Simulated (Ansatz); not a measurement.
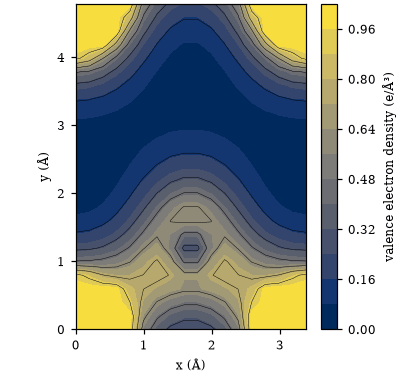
Valence electron density (e/Å³), cut off at 1 on a lattice plane, plane-wave PAW r²SCAN (Ansatz code)

Problem. Which compound is it?
A) ZnSe, zinc blende
B) GaAs, zinc blende
C) BAs, zinc blende
D) GaSb, zinc blende

Solution. C, BAs, zinc blende. Atoms in the plane, in fractions of its two edges: As at (0.00, 0.00), B at (0.50, 0.25).

The density is the valence pseudo-density with augmentation charge, so density and ELF within about 1 Å of a nucleus are not all-electron values.

Space group F-43m (zinc blende). The r²SCAN relaxation kept the symmetry of its start; phonons on a q-mesh show no instability.

Potentials: the later of the program's two PAW sets.
